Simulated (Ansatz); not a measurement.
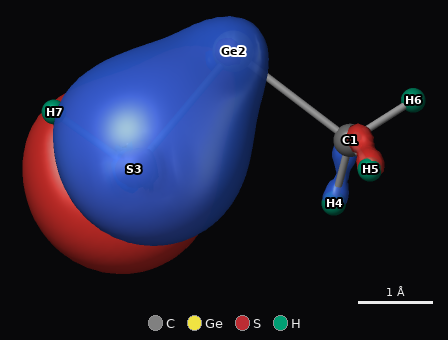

Figure. CH$_{4}$GeS (SMILES [CH3][Ge][SH]). The HOMO−1 at ±0.1 Å⁻³ᐟ² (red and blue are the two phases), seen at a tilt.

Geometry: PBE0-D4/def2-TZVP.

Computed with Ansatz, RKS PBE0-D4/def2-TZVPP.

```yaml
atoms:
  - { symbol: C, position_ang: [-0.8585, 0.6660, -0.2622] }
  - { symbol: Ge, position_ang: [0.2603, -0.0775, 1.2144] }
  - { symbol: S, position_ang: [1.5419, -1.2789, -0.1570] }
  - { symbol: H, position_ang: [-1.3282, -0.1388, -0.8345] }
  - { symbol: H, position_ang: [-0.2386, 1.2462, -0.9518] }
  - { symbol: H, position_ang: [-1.6375, 1.3149, 0.1409] }
  - { symbol: H, position_ang: [2.3219, -1.7998, 0.8045] }
```

### Describe this orbital and give its energy.

It lies mainly on S3 (about 80 %) and Ge2 (about 15 %); largely a lone pair of S3. Its energy is −7.79 eV.
